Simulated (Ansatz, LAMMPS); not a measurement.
# Relaxing amorphous 92HfO2-8Al2O3 (mol %) (76 atoms), part 2 of 4

Aim: bring amorphous 92HfO2-8Al2O3 (mol %) (76 atoms) to a nearby minimum of the energy and see what moves.

Ansatz 0.2.0; Kohn-Sham DFT, PBE, PAW (set soft_2), plane waves.

The cell: 22 Hf, 4 Al and 50 O. The quench rate of 50 K/ps is orders of magnitude faster than experiment. The network of bonds at the start is that of the classical potential that made the cell. Only the Γ point is sampled in the main run, in a cell whose shortest periodic width is 10 Å. No spin–orbit coupling is included.

So far. Step 3 (Single point at the start): Neighbours are counted within 2.82 Å (O-Hf), 2.19 Å (O-Al).

## Step 4: Cell and atoms relaxed

Cell and atoms are freed together, to release stress as well as forces.

Input file input.yaml:

```yaml
crystal:
  lattice:
    - [10.0519, 0.0, 0.0]
    - [0.0, 10.0519, 0.0]
    - [0.0, 0.0, 10.0519]
  atoms:
    [... the 76 atom lines of step 3 ...]
kpoints:
  mp_grid: { grid: [1, 1, 1] }
hamiltonian:
  xc: pbe
scf:
  occupations: { method: fermi_dirac, width: 0.025 }
output:
  forces: true
relax:
  f_tol: 0.04
  max_steps: 250
  cell: {}
```

Run with:

```sh
$ ansatz run input.yaml --threads 4 --pin off --max-ram 8192MiB --backend cpu --events-out ev --progress --plain --runs-dir out
```

Numbers of over 12 decimals in the logs are rounded to 6 here.

Output:

```text
[...]
Crystal: 76 atoms, lattice volume = 1015.651 Å³
Basis set: ecut = 420 eV, 19933 PW (Γ), exchange–correlation on 144×144×144 points (8 copies of the dense FFT grid, shifted against one another)
Bands: 531, of which v1, the nominal top of the filled ones, is band 442 counted from 1 (441 counted from 0)
Symmetry: 1 space group operations
[...]
k-points: 1
[...]
SCF iter   1: F=—  HF=-376511.111428 eV  |F-HF|=—  |Δ(HF+E_count)|=         —  Δρ=3.79e-3  dr2=1.54e-1  ethr=1.77e-3  ⟨swp⟩=5.0  Hψ=1663  notcnv=0  defer=53
[...]
SCF iter  11: F=-376511.099386 eV  HF=-376511.099386 eV  |F-HF|=8.38e-9  |Δ(HF+E_count)|=   2.41e-8  Δρ=1.16e-6  dr2=1.67e-8  ethr=1.13e-11  ⟨swp⟩=4.0  Hψ=1599  notcnv=0
SCF 1 converged in 11 iterations: F = -376511.099386 eV  dr2 = 1.67e-8
[...]
relax step   1: F+E_penalty+E_count = -376511.09938555 eV  Δ(F+E_penalty+E_count) = +0.000e0 eV  max|allowed force component| = 1.993e0 eV/Å  Δτ_max = 0.0000 Å  P = -6.236 GPa  Ω = 1015.651 Å³  (11 SCF iters, dr2 threshold 1.00e-7 eV, accepted)
[... from here on, the SCF cycles and remarks between the steps are left out ...]
relax step   2: F+E_penalty+E_count = -376513.02202158 eV  Δ(F+E_penalty+E_count) = -1.923e0 eV  max|allowed force component| = 1.102e0 eV/Å  Δτ_max = 0.1628 Å  P = +2.654 GPa  Ω = 957.578 Å³  energy of the carried Pulay correction = +2.355e-1 eV  (9 SCF iters, dr2 threshold 7.60e-6 eV, accepted)
relax step   3: F+E_penalty+E_count = -376513.67712701 eV  Δ(F+E_penalty+E_count) = -6.551e-1 eV  max|allowed force component| = 7.141e-1 eV/Å  Δτ_max = 0.0807 Å  P = +0.635 GPa  Ω = 970.164 Å³  energy of the carried Pulay correction = +1.833e-1 eV  (7 SCF iters, dr2 threshold 7.60e-6 eV, accepted)
relax step   4: F+E_penalty+E_count = -376514.03352033 eV  Δ(F+E_penalty+E_count) = -3.564e-1 eV  max|allowed force component| = 5.015e-1 eV/Å  Δτ_max = 0.2000 Å  P = -0.224 GPa  Ω = 972.597 Å³  energy of the carried Pulay correction = +1.733e-1 eV  (8 SCF iters, dr2 threshold 7.60e-6 eV, accepted)
relax step   5: F+E_penalty+E_count = -376514.16472111 eV  Δ(F+E_penalty+E_count) = -1.312e-1 eV  max|allowed force component| = 2.398e-1 eV/Å  Δτ_max = 0.2000 Å  P = -0.045 GPa  Ω = 971.104 Å³  energy of the carried Pulay correction = +1.794e-1 eV  (8 SCF iters, dr2 threshold 7.60e-6 eV, accepted)
relax step   6: F+E_penalty+E_count = -376514.30259095 eV  Δ(F+E_penalty+E_count) = -1.379e-1 eV  max|allowed force component| = 2.533e-1 eV/Å  Δτ_max = 0.2000 Å  P = +0.017 GPa  Ω = 971.662 Å³  energy of the carried Pulay correction = +1.771e-1 eV  (8 SCF iters, dr2 threshold 3.59e-6 eV, accepted)
relax step   7: F+E_penalty+E_count = -376514.40945978 eV  Δ(F+E_penalty+E_count) = -1.069e-1 eV  max|allowed force component| = 3.081e-1 eV/Å  Δτ_max = 0.1948 Å  P = -0.054 GPa  Ω = 972.167 Å³  energy of the carried Pulay correction = +1.751e-1 eV  (8 SCF iters, dr2 threshold 4.01e-6 eV, accepted)
relax step   8: F+E_penalty+E_count = -376514.60611698 eV  Δ(F+E_penalty+E_count) = -1.967e-1 eV  max|allowed force component| = 2.235e-1 eV/Å  Δτ_max = 0.2000 Å  P = +0.002 GPa  Ω = 968.448 Å³  energy of the carried Pulay correction = +1.904e-1 eV  (9 SCF iters, dr2 threshold 5.93e-6 eV, accepted)
relax step   9: F+E_penalty+E_count = -376514.65284198 eV  Δ(F+E_penalty+E_count) = -4.672e-2 eV  max|allowed force component| = 1.859e-1 eV/Å  Δτ_max = 0.2000 Å  P = -0.006 GPa  Ω = 968.168 Å³  energy of the carried Pulay correction = +1.915e-1 eV  (8 SCF iters, dr2 threshold 3.12e-6 eV, accepted)
relax step  10: F+E_penalty+E_count = -376514.72335872 eV  Δ(F+E_penalty+E_count) = -7.052e-2 eV  max|allowed force component| = 9.051e-2 eV/Å  Δτ_max = 0.2000 Å  P = +0.049 GPa  Ω = 965.140 Å³  energy of the carried Pulay correction = +2.041e-1 eV  (8 SCF iters, dr2 threshold 2.16e-6 eV, accepted)
relax step  11: F+E_penalty+E_count = -376514.75743396 eV  Δ(F+E_penalty+E_count) = -3.408e-2 eV  max|allowed force component| = 1.719e-1 eV/Å  Δτ_max = 0.2000 Å  P = +0.018 GPa  Ω = 959.771 Å³  energy of the carried Pulay correction = +2.264e-1 eV  (9 SCF iters, dr2 threshold 5.12e-7 eV, accepted)
relax step  12: F+E_penalty+E_count = -376514.76855148 eV  Δ(F+E_penalty+E_count) = -1.112e-2 eV  max|allowed force component| = 1.719e-1 eV/Å  Δτ_max = 0.0307 Å  P = -0.063 GPa  Ω = 960.454 Å³  energy of the carried Pulay correction = +2.235e-1 eV  (7 SCF iters, dr2 threshold 1.85e-6 eV, accepted)
relax step  13: F+E_penalty+E_count = -376514.85099279 eV  Δ(F+E_penalty+E_count) = -8.244e-2 eV  max|allowed force component| = 2.149e-1 eV/Å  Δτ_max = 0.2000 Å  P = +0.075 GPa  Ω = 955.217 Å³  energy of the carried Pulay correction = +2.454e-1 eV  (9 SCF iters, dr2 threshold 1.85e-6 eV, accepted)
relax step  14: F+E_penalty+E_count = -376514.89057850 eV  Δ(F+E_penalty+E_count) = -3.959e-2 eV  max|allowed force component| = 5.890e-1 eV/Å  Δτ_max = 0.1939 Å  P = +0.032 GPa  Ω = 950.479 Å³  energy of the carried Pulay correction = +2.653e-1 eV  (8 SCF iters, dr2 threshold 2.89e-6 eV, accepted)
relax step  15: F+E_penalty+E_count = -376514.92604010 eV  Δ(F+E_penalty+E_count) = -3.546e-2 eV  max|allowed force component| = 9.061e-1 eV/Å  Δτ_max = 0.2000 Å  P = +0.207 GPa  Ω = 947.198 Å³  energy of the carried Pulay correction = +2.791e-1 eV  (8 SCF iters, dr2 threshold 7.60e-6 eV, accepted)
relax step  16: F+E_penalty+E_count = -376515.03023903 eV  Δ(F+E_penalty+E_count) = -1.042e-1 eV  max|allowed force component| = 1.555e-1 eV/Å  Δτ_max = 0.0759 Å  P = -0.041 GPa  Ω = 948.745 Å³  energy of the carried Pulay correction = +2.726e-1 eV  (7 SCF iters, dr2 threshold 7.60e-6 eV, accepted)
relax step  17: F+E_penalty+E_count = -376515.03566202 eV  Δ(F+E_penalty+E_count) = -5.423e-3 eV  max|allowed force component| = 4.796e-2 eV/Å  Δτ_max = 0.0390 Å  P = +0.010 GPa  Ω = 948.686 Å³  energy of the carried Pulay correction = +2.728e-1 eV  (7 SCF iters, dr2 threshold 1.51e-6 eV, accepted)
relax step  18: F+E_penalty+E_count = -376515.03643936 eV  Δ(F+E_penalty+E_count) = -7.773e-4 eV  max|allowed force component| = 1.636e-2 eV/Å  Δτ_max = 0.0262 Å  P = -0.006 GPa  Ω = 948.958 Å³  energy of the carried Pulay correction = +2.717e-1 eV  (7 SCF iters, dr2 threshold 1.44e-7 eV, accepted)
relax step  19: F+E_penalty+E_count = -376514.93139398 eV  Δ(F+E_penalty+E_count) = +1.050e-1 eV  max|allowed force component| = 1.807e-2 eV/Å  Δτ_max = 0.0000 Å  P = -0.212 GPa  Ω = 948.958 Å³  stress off target by 4.86e-1 GPa  SCF on the basis re-selected at this cell (its energy is not comparable with the rows above)  (8 SCF iters)
relax step  20: F+E_penalty+E_count = -376514.94669156 eV  Δ(F+E_penalty+E_count) = -1.530e-2 eV  max|allowed force component| = 4.863e-2 eV/Å  Δτ_max = 0.0317 Å  P = -0.017 GPa  Ω = 947.460 Å³  energy of the carried Pulay correction = +6.583e-3 eV  (7 SCF iters, dr2 threshold 5.90e-7 eV, accepted)
relax step  21: F+E_penalty+E_count = -376514.94878385 eV  Δ(F+E_penalty+E_count) = -2.092e-3 eV  max|allowed force component| = 1.303e-2 eV/Å  Δτ_max = 0.0102 Å  P = +0.005 GPa  Ω = 947.274 Å³  energy of the carried Pulay correction = +7.403e-3 eV  (7 SCF iters, dr2 threshold 1.48e-7 eV, accepted)
relax step  22: F+E_penalty+E_count = -376514.94251066 eV  Δ(F+E_penalty+E_count) = +6.273e-3 eV  max|allowed force component| = 1.305e-2 eV/Å  Δτ_max = 0.0000 Å  P = -0.005 GPa  Ω = 947.274 Å³  stress off target by 4.67e-2 GPa  SCF on the basis re-selected at this cell (its energy is not comparable with the rows above)  (6 SCF iters)
[...]
SCF converged after 6 iterations
Free energy (F): -376514.942511 eV
[...]
Internal energy: -376514.942511 eV  (E = F + TS)
E sigma→0 (E₀):  -376514.942511 eV
Fermi energy:    13.455038 eV
[...]
--- Forces (eV/Å), atoms counted from 1 ---
  atom   1  Hf     0.00630301     0.00410042     0.00291671
  atom   2  Hf     0.00171167    -0.00303895     0.00157743
  atom   3  Hf     0.00189900     0.00194824    -0.00436358
  atom   4  Hf    -0.00111638    -0.00036269     0.00046116
  atom   5  Hf     0.00387245     0.00092454     0.00045891
  atom   6  Hf     0.00117293     0.00118347    -0.00206297
  atom   7  Hf    -0.00212726    -0.00235895     0.00092829
  atom   8  Hf    -0.00149700     0.00126038    -0.00333469
  atom   9  Hf     0.00115165     0.00531246    -0.00262495
  atom  10  Hf    -0.00053305    -0.00054611    -0.00385691
  atom  11  Hf     0.00123804     0.00563551    -0.00199174
  atom  12  Hf     0.00306003     0.00157771    -0.00203140
  atom  13  Hf    -0.00119563    -0.00133357    -0.00013975
  atom  14  Hf     0.00202132    -0.00140526    -0.00059139
[...]
atom  75  O     -0.00269004     0.00408884     0.00056371
  atom  76  O     -0.00094533     0.00630700    -0.00098943
  max |Σ_I F_I| component: 1.86e-5 eV/Å
--- Stress (GPa, compression-positive) ---
       -0.003658       0.011131      -0.036197
        0.011130      -0.031657       0.004521
       -0.036195       0.004518       0.020575
  P = ⅓ Tr σ = -0.0049 GPa (-0.049 kbar)
--- Relaxed structure (20 steps of the walk, 20 accepted, 2 SCFs on fresh bases) ---
  F+E_penalty+E_count = -376514.94251066 eV   max|allowed force component| = 1.305e-2 eV/Å   (the final SCF, on the basis selected at the relaxed cell)
  cell:  # Å, volume = 947.2736 Å³
    - [9.813999, 0.155749, -0.353519]
    - [0.155749, 9.384145, 0.065498]
    - [-0.353519, 0.065498, 10.301703]
  atoms:
    - { symbol: Hf, position: [0.723713, 0.757959, 0.304282] }
    - { symbol: Hf, position: [0.659937, 0.469067, 0.534901] }
    - { symbol: Hf, position: [0.152490, 0.779909, 0.852598] }
    - { symbol: Hf, position: [0.992449, 0.248354, 0.515300] }
[...]
- { symbol: O, position: [0.013510, 0.107210, 0.921102] }
```

Elapsed: 4 min, on 4 threads of Intel Xeon 6975P-C (Granite Rapids), shared host; peak memory 1.8 GiB.

Step by step:

```csv
step,energy less that of the first step (eV),largest force component (eV/Å),pressure (GPa),volume (Å³)
1,0.0000,1.9927,-6.24,1015.65
2,-1.9226,1.1024,2.65,957.58
3,-2.5777,0.7141,0.63,970.16
4,-2.9341,0.5015,-0.22,972.60
5,-3.0653,0.2398,-0.04,971.10
6,-3.2032,0.2533,0.02,971.66
7,-3.3101,0.3081,-0.05,972.17
8,-3.5067,0.2235,0.00,968.45
9,-3.5535,0.1859,-0.01,968.17
10,-3.6240,0.0905,0.05,965.14
11,-3.6580,0.1719,0.02,959.77
12,-3.6692,0.1719,-0.06,960.45
13,-3.7516,0.2149,0.08,955.22
14,-3.7912,0.5890,0.03,950.48
15,-3.8267,0.9061,0.21,947.20
16,-3.9309,0.1555,-0.04,948.75
17,-3.9363,0.0480,0.01,948.69
18,-3.9371,0.0164,-0.01,948.96
19*,-3.8320,0.0181,-0.21,948.96
20,-3.8473,0.0486,-0.02,947.46
21,-3.8494,0.0130,0.00,947.27
22*,-3.8431,0.0130,0.00,947.27
```

Relaxation steps marked * repeat the geometry before them on a plane-wave basis chosen anew for their cell, so energy and pressure can jump there.

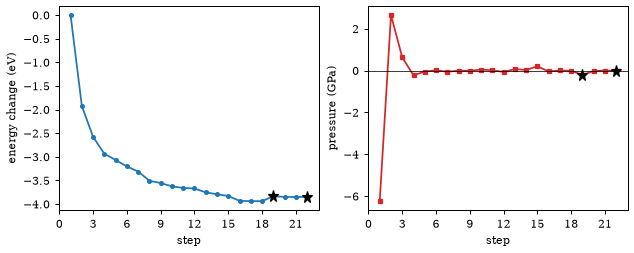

Energy and pressure along the relaxation. Stars mark steps on a basis chosen anew.

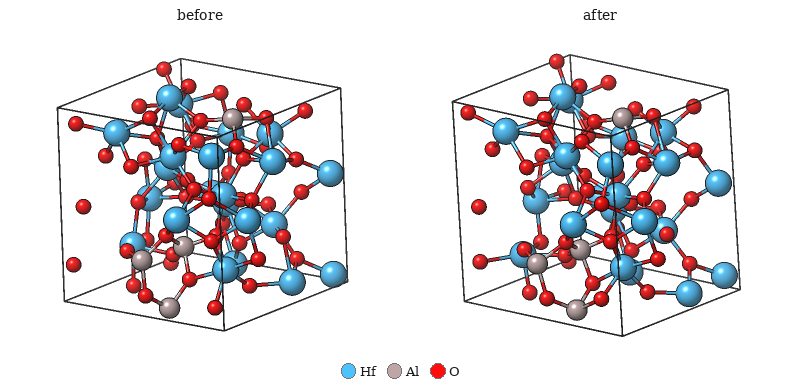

The structure before and after the relaxation, drawn at the same scale. Bonds to atoms that aren't drawn are left out.

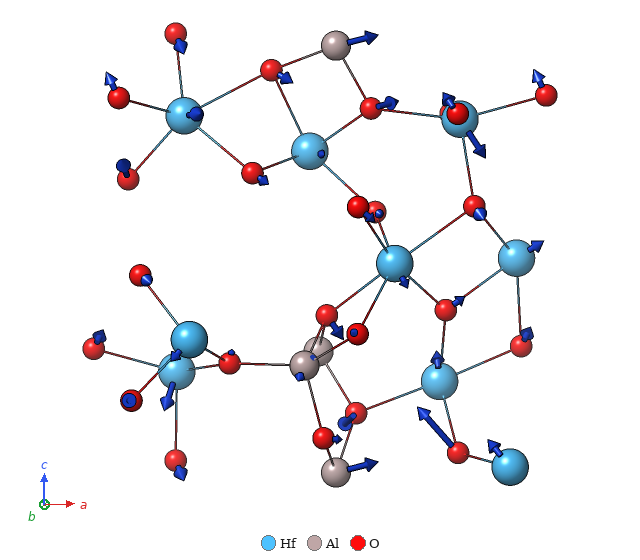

Displacements in the relaxation, exaggerated, measured against the changing cell; the longest in the cell stands for 0.86 Å. Drawn is a slice 5 Å thick, seen along the normal of the ac plane.

```csv
cell as run,before,after,change
a (Å),10.052,9.822,-2.3 %
b (Å),10.052,9.386,-6.6 %
c (Å),10.052,10.308,+2.5 %
α (°),90.00,89.27,-0.8 %
β (°),90.00,94.02,+4.5 %
γ (°),90.00,88.16,-2.0 %
volume (Å³/atom),13.36,12.46,-6.7 %
```

The atoms that moved most (Å, as changes of fractional coordinates times the final cell):

```csv
atom,dx,dy,dz,length
O54,-0.562,-0.139,0.640,0.863
O31,-0.253,-0.087,0.694,0.744
O58,-0.141,0.676,-0.240,0.731
O53,0.304,0.275,0.577,0.708
O29,-0.311,0.465,-0.418,0.698
O39,-0.415,0.395,0.282,0.639
O56,-0.290,-0.381,0.411,0.631
O66,0.003,0.619,-0.052,0.621
```

The relaxation changed the energy by -50.6 meV/atom, and atoms moved by 0.37 Å r.m.s., 0.86 Å at most.

## Step 5: Structure statistics after relaxation

Bonds before and after, by the cutoffs listed below:

```csv
pair,bonds before,bonds after,mean before (Å),mean after (Å),spread before (Å),spread after (Å)
O-Hf,137,143,2.162,2.159,0.086,0.134
O-Al,17,18,1.814,1.824,0.125,0.063
```

Density 8.47 g/cm³, 12.46 Å³ an atom.

Pair distribution functions g(r), in bins of 0.2 Å:

```csv
r (Å),total,O-O,O-Hf,O-Al,Hf-Hf,Hf-Al,Al-Al
1.70,0.29,0.00,0.00,4.18,0.00,0.00,0.00
1.90,0.62,0.00,0.53,6.00,0.00,0.00,0.00
2.10,2.95,0.00,7.76,0.00,0.00,0.00,0.00
2.30,0.75,0.00,1.98,0.00,0.00,0.00,0.00
2.50,0.81,1.64,0.27,0.00,0.00,0.00,0.00
2.70,1.10,2.38,0.05,0.74,0.00,0.00,0.00
2.90,0.92,1.90,0.09,0.22,0.00,1.00,5.70
3.10,1.14,1.91,0.21,0.59,0.63,3.55,9.50
3.30,0.80,0.91,0.25,0.34,2.71,1.53,4.26
3.50,0.68,0.66,0.33,0.76,1.78,2.08,0.00
3.70,1.06,0.67,1.03,1.67,2.81,1.25,0.00
3.90,1.11,0.77,1.22,1.36,2.56,0.28,0.00
4.10,1.13,1.08,1.20,1.68,0.82,0.52,0.00
4.30,0.97,0.61,1.50,1.31,0.34,0.46,2.46
4.50,1.00,0.72,1.51,1.03,0.23,0.62,0.00
```

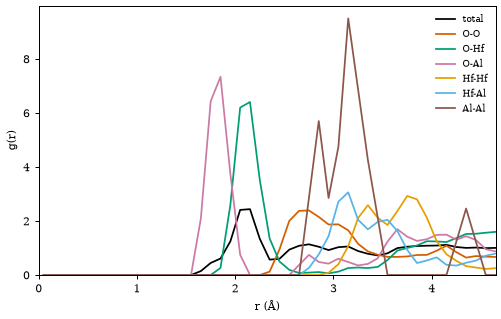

Pair distribution functions, lightly smoothed.

Bonds by pair of elements; cutoffs follow the first minimum of g(r), held within bounds set by covalent radii, and pairs that aren't listed don't count as bonded:

```csv
pair A-B,cutoff (Å),bonds,mean length (Å),spread (Å),shortest (Å),B about A,A about B
O-Hf,2.82,143,2.16,0.134,1.96,2.86,6.5
O-Al,2.33,18,1.82,0.063,1.76,0.36,4.5
```

How many atoms have how many bonded neighbours:

```csv
element,mean,2,3,4,5,6,7,8
Al,4.5,0,0,2,2,0,0,0
Hf,6.5,0,0,0,0,12,9,1
O,3.22,1,37,12,0,0,0,0
```

Bond angles (no mean is given where the spread exceeds 20°):

```csv
angle,count,mean (°),spread (°)
O-Hf-O,397,-,-
Hf-O-Hf,145,114,17.9
Al-O-Hf,36,111,17.6
O-Al-O,32,-,-
Al-O-Al,3,118,6.9
```

Bond length by coordination (bonds to H left out):

```csv
element,coordination,atoms,mean bond length (Å)
Al,4,2,1.78
Al,5,2,1.85
Hf,6,12,2.12
Hf,7,9,2.19
Hf,8,1,2.29
O,2,1,1.99
O,3,37,2.08
O,4,12,2.21
```

For some of the pairs, g(r) has its first main peak near 2.7 Å (O-O), 2.1 Å (O-Hf), 1.8 Å (O-Al) and 3.1 Å (Hf-Al). By these cutoffs 50 % of Al atoms have 4 and as many 5, 55 % of Hf atoms have 6 and 74 % of O atoms have 3 bonded neighbours.

(Part 2 of 4 ends here.)

[Logs are printed without paths, hosts, clocks, repeated set-up lines and the standing remarks that a program may print on its own settings, such as how far it seeks lower states.]

[Hosts, paths, dates, database ids (printed as entryN), source tags and the programs' standing remarks are cut or masked in the printed files.]
